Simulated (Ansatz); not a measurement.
# A computed series for hypothetical I4_132 B: pressure series

Start from B (space group I4_132, No. 214; a hypothetical phase, not in the database extracts checked).

```
CELL_PARAMETERS angstrom
     -2.31651     2.31651     2.31651
      2.31651    -2.31651     2.31651
      2.31651     2.31651    -2.31651
ATOMIC_POSITIONS crystal
  B  0.00000 0.25000 0.50000
  B  0.25000 0.50000 0.00000
  B  0.50000 0.00000 0.25000
  B  0.25000 0.25000 0.25000
```

Cell and atoms are relaxed at each pressure.

Calculations: PBEsol (Ansatz, a first-principles code; PAW; 420 eV plane waves; scalar-relativistic without spin-orbit coupling).

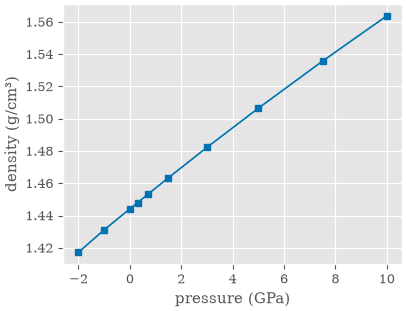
Fig. 1. Density against pressure

```csv
pressure (GPa),density
-2,1.42 g/cm³
-1,1.43 g/cm³
0.3,1.45 g/cm³
0.7,1.45 g/cm³
1.5,1.46 g/cm³
3,1.48 g/cm³
5,1.51 g/cm³
7.5,1.54 g/cm³
10,1.56 g/cm³
```

Load acts through the strain it causes; cell and atoms are relaxed under it. Whether these cells are dynamically stable was not tested. Competing high-pressure phases were not computed.
